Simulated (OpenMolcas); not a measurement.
## A ladder of methods for AlCl (SMILES [Al][Cl])

The species is AlCl (2 atoms), meant as a singlet with charge 0. SMILES: `[Al][Cl]`. The bond length is the measured one.

```
atom   x (Å)   y (Å)   z (Å)
  Al  0.0000  0.0000  0.0000
  Cl  0.0000  0.0000  2.1301
```

Each level gives the energy change with the Al1–Cl2 bond stretched from 2.130 to 3.728 Å (eV). The values are calculated.

```json
{"level": "SVWN5/STO-3G (restricted)", "kind": "LDA", "program": "OpenMolcas", "value (eV)": "4.23", "less FCI/STO-3G": "+0.25", "CPU time (all runs)": "6.6 s"}
{"level": "r2SCAN/STO-3G (restricted)", "kind": "meta-GGA", "program": "OpenMolcas", "value (eV)": "3.98", "less FCI/STO-3G": "0.00", "CPU time (all runs)": "7.3 s"}
{"level": "B3LYP/STO-3G (restricted)", "kind": "global hybrid", "program": "OpenMolcas", "value (eV)": "3.99", "less FCI/STO-3G": "+0.01", "CPU time (all runs)": "5.9 s"}
{"level": "PBE0/STO-3G (restricted)", "kind": "global hybrid", "program": "OpenMolcas", "value (eV)": "4.13", "less FCI/STO-3G": "+0.15", "CPU time (all runs)": "5.9 s"}
{"level": "B2PLYP/STO-3G (restricted)", "kind": "double hybrid", "program": "OpenMolcas", "value (eV)": "4.08", "less FCI/STO-3G": "+0.10", "CPU time (all runs)": "5.3 s"}
{"level": "MP2/STO-3G (restricted)", "kind": "perturbation theory", "program": "OpenMolcas", "value (eV)": "4.03", "less FCI/STO-3G": "+0.05", "CPU time (all runs)": "3.5 s"}
{"level": "ACPF/STO-3G (restricted)", "kind": "coupled cluster or CI", "program": "OpenMolcas", "value (eV)": "3.96", "less FCI/STO-3G": "-0.02", "CPU time (all runs)": "3.8 s"}
{"level": "FCI/STO-3G", "kind": "exact in the basis", "program": "OpenMolcas", "value (eV)": "3.98", "less FCI/STO-3G": "0.00", "CPU time (all runs)": "4.4 s"}
```

FCI/STO-3G is exact within its basis and frozen core, so for wave-function methods in that basis the difference is their error; functionals converge differently with the basis, so for them it is only a difference. The first shape isn't each level's own minimum. The values span 3.96 to 4.23 eV. All rows use very small basis sets, so even the best lies far from the true value. Times are those of the runs behind each value, whatever else they computed, on shared processors of several kinds: orders of magnitude only.

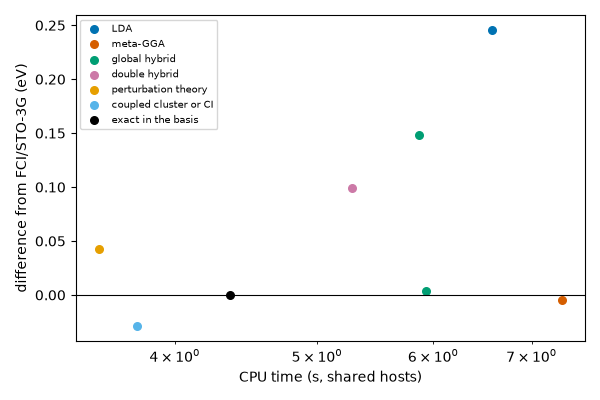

Difference from FCI/STO-3G against processor time, one point a level.
